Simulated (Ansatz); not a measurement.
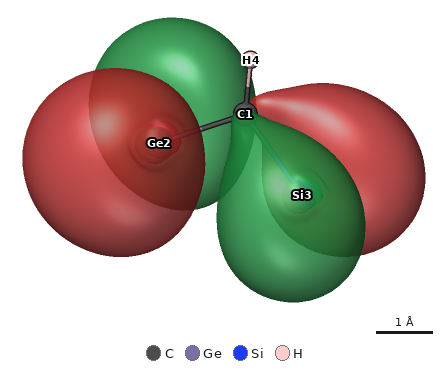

*CHGeSi (charge −1, triplet). The HOMO (α) at ±0.06 Å⁻³ᐟ² (green and red are the two phases), seen at a tilt.*

Geometry: B3LYP-D3(BJ)/def2-SVPD; ⟨S²⟩ = 2.06, above the pure value of 2.00; the highest occupied orbital lies above zero, a sign that basis and functional describe the outermost electron poorly.

Computed with isolated molecule in a Gaussian basis; Kohn-Sham density functional theory, functional PBE0 (Ansatz 0.2.0).

> Where does this orbital lie, and at what energy?

Its weight (Hirshfeld) is mainly on Ge2 (about 60 %) and Si3 (about 35 %); it changes sign across the molecular plane (π type). Its energy is 0.85 eV.
